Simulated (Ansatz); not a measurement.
# Calculations on C₃H₇NO₂S

Part 1: Relaxation

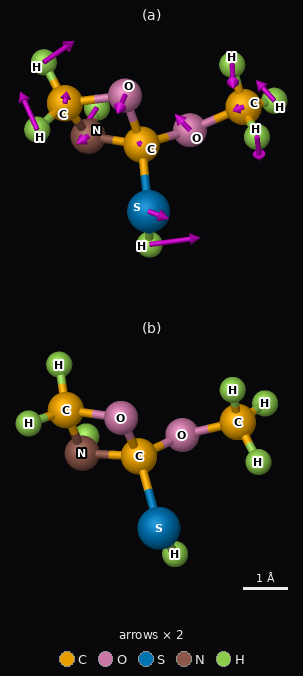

The structure of C$_{3}$H$_{7}$NO$_{2}$S before (top) and after (bottom) a relaxation, at one scale. The purple arrows give the displacements, 2 times their true length.

The picture is a ball-and-stick view, seen face on.

The run prepares an end point of a later path (torsion) calculation, from a guessed geometry.

Computed with RKS BLYP/def2-SVP in Ansatz 0.2.0. (no spin polarisation; force threshold 0.015 eV/Å; at most 40 steps)

Question: Summarise the run.

Answer: The largest move after the best rigid fit is that of an H atom, 0.59 Å. By element the largest moves are H 0.59 Å, O 0.33 Å, S 0.26 Å, N 0.18 Å, C 0.15 Å. Among the contacts that change: C–S 1.714 → 1.896 Å, C–H 1.015 → 1.106 Å, C–O 1.453 → 1.390 Å, H–S 1.307 → 1.365 Å. Bond angles that change, for instance: S–C–O 117.9° → 106.6°, C–N–H 108.8° → 114.5°, C–S–H 99.7° → 94.4°. Groups turn about C–N by about 25°, C–O by about 25°, C–O by about 25°. Over 10 accepted moves (11 points after the start) the energy falls by 26.7 kcal/mol. The largest force component goes from 5 to 0.01 eV/Å. The line search rejected the trial step at point 3 of the run.

Part 2: Relaxation

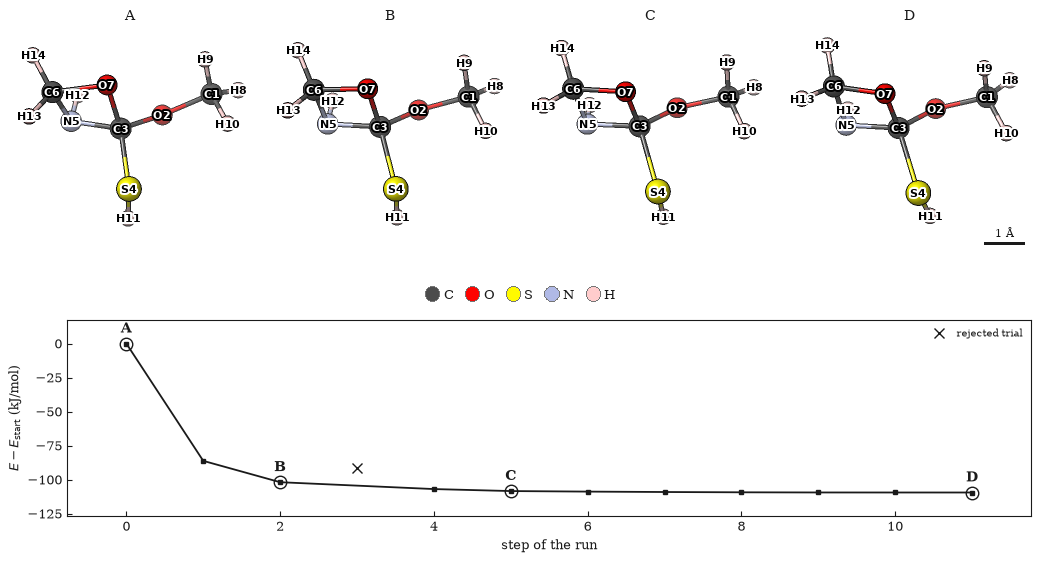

Frames of a relaxation of C3H7NO2S, marked on the history of the run. A ball-and-stick model, seen at a tilt.

The run prepares an end point of a later path (torsion) calculation, from a guessed geometry.

Computed with RKS BLYP/def2-SVP (Ansatz 0.2.0). Settings: no spin polarisation; force threshold 0.015 eV/Å; at most 40 steps.

**Describe the path.**

After 10 accepted moves (11 points after the start) the energy has fallen by 109.4 kJ/mol. Largest force component: 4.7 eV/Å at the start, 0.0098 eV/Å at the end. The line search rejected the trial step at point 3 of the run. H11 moves most after the best rigid fit: 0.57 Å. By element the largest moves are H 0.57 Å, O 0.33 Å, S 0.27 Å, N 0.18 Å, C 0.15 Å. Near-neighbour distances that change, for instance: C3–S4 1.714 → 1.897 Å, C1–H9 1.015 → 1.110 Å, O2–C3 1.453 → 1.390 Å, S4–H11 1.307 → 1.365 Å. Among the angles between lasting bonds that change: S4–C3–O7 117.9° → 106.7°, C6–N5–H12 108.8° → 114.5°, C3–S4–H11 99.7° → 94.3°. Groups turn about N5–C6 by about 25°, C6–O7 by about 25°, C3–O7 by about 25°. The run took 41 s on 2 threads of Arm Neoverse V2, with other jobs on the host, peak memory 0.19 GiB. From step 0 to 2: H9 moves most (0.26 Å), energy −101.9 kJ/mol. From step 2 to 5: H11 moves most (0.18 Å), energy −6.51 kJ/mol. From step 5 to 11: H atoms move most (0.21 Å), energy −1.06 kJ/mol.

Part 3: Path

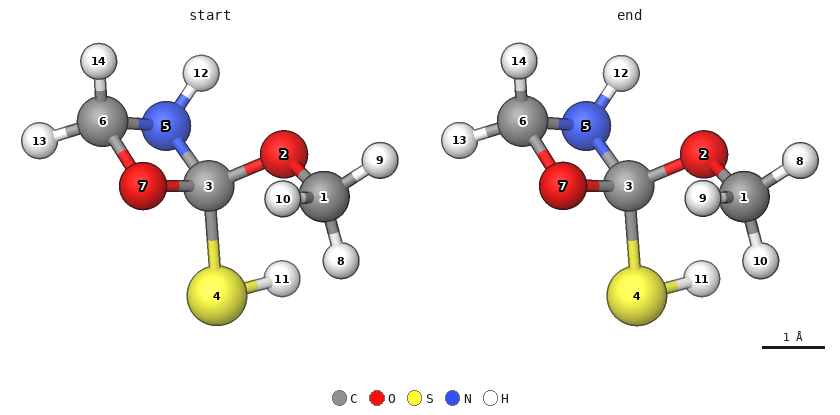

The two relaxed end points of a path for C3H7NO2S. Style: ball-and-stick. Shown from a free direction.

Computed with RKS BLYP/def2-SVP (Ansatz 0.2.0).

The input:
```yaml
crystal:
  periodic: [false, false, false]
  atoms:
    - { symbol: C, position_ang: [1.118464, -1.614279, 0.680959] }
    - { symbol: O, position_ang: [0.825656, -0.636559, -0.334706] }
    - { symbol: C, position_ang: [-0.386371, 0.03688, -0.234033] }
    - { symbol: S, position_ang: [-1.8865, -1.117817, -0.340128] }
    - { symbol: "N", position_ang: [-0.393712, 1.209768, -1.107256] }
    - { symbol: C, position_ang: [-0.460643, 2.022699, 0.12648] }
    - { symbol: O, position_ang: [-0.5604, 0.831845, 0.957739] }
    - { symbol: H, position_ang: [0.38995, -2.450506, 0.652637] }
    - { symbol: H, position_ang: [2.13632, -1.986986, 0.463677] }
    - { symbol: H, position_ang: [1.096276, -1.14945, 1.688639] }
    - { symbol: H, position_ang: [-1.454792, -1.746416, -1.472845] }
    - { symbol: H, position_ang: [0.493681, 1.28532, -1.620987] }
    - { symbol: H, position_ang: [-1.374125, 2.651797, 0.212865] }
    - { symbol: H, position_ang: [0.443196, 2.634504, 0.355659] }
basis:
  gaussian: { orbitals: def2-SVP }
hamiltonian:
  xc: blyp
neb:
  order_check: false
  images: 9
  f_tol: 0.03
  max_iterations: 43
  initial_path: idpp
  final_atoms:
    - { symbol: C, position_ang: [1.10574919, -1.64322836, 0.63006525] }
    - { symbol: O, position_ang: [0.75606509, -0.68863643, -0.38982153] }
    - { symbol: C, position_ang: [-0.40701008, 0.04769571, -0.19530715] }
    - { symbol: S, position_ang: [-1.96235149, -1.03414208, -0.10646309] }
    - { symbol: "N", position_ang: [-0.44878997, 1.18786945, -1.11000859] }
    - { symbol: C, position_ang: [-0.35039924, 2.04597924, 0.09089085] }
    - { symbol: O, position_ang: [-0.42146671, 0.89130635, 0.97485481] }
    - { symbol: H, position_ang: [2.07531177, -2.07761499, 0.32474021] }
    - { symbol: H, position_ang: [1.21232182, -1.14142099, 1.61425351] }
    - { symbol: H, position_ang: [0.33767904, -2.43951708, 0.71211435] }
    - { symbol: H, position_ang: [-1.67706799, -1.71830051, -1.25262655] }
    - { symbol: H, position_ang: [0.3853062, 1.19897775, -1.7106108] }
    - { symbol: H, position_ang: [-1.21874916, 2.72442129, 0.24304497] }
    - { symbol: H, position_ang: [0.60040154, 2.61741067, 0.20357376] }
```

Launched with:
```bash
ansatz run input.yaml --threads 2 --pin off --max-ram 3072MiB --backend cpu --events-out ev --progress --plain --runs-dir out
```

### Predict the minimum-energy path and its barrier.

The two ends have the same energy, and the highest point, image 5, lies 1.63 kcal/mol above the start. The motion is a rotation about the C1–O2 bond by about 120°. No bond forms or breaks between the ends. Bond angles that change up to the highest image, for instance: O2–C1–H9 106.1° → 108.3°. The band converged in 6 iterations, with a climbing image at the top.

Energies of the converged images:

| image | path (Å) | E (kcal/mol) |
| --- | --- | --- |
| 0 | 0.00 | 0.00 |
| 1 | 0.36 | 0.13 |
| 2 | 0.73 | 0.46 |
| 3 | 1.09 | 0.96 |
| 4 | 1.45 | 1.43 |
| 5 | 1.82 | 1.63 |
| 6 | 2.18 | 1.43 |
| 7 | 2.53 | 0.96 |
| 8 | 2.89 | 0.46 |
| 9 | 3.25 | 0.11 |
| 10 | 3.61 | 0.00 |

The geometry at the top of the path:

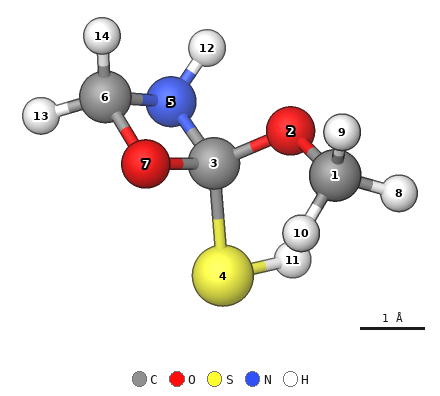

The run took 3.1 min on 2 threads of Arm Neoverse V2, on a shared host, peak memory 0.19 GiB.
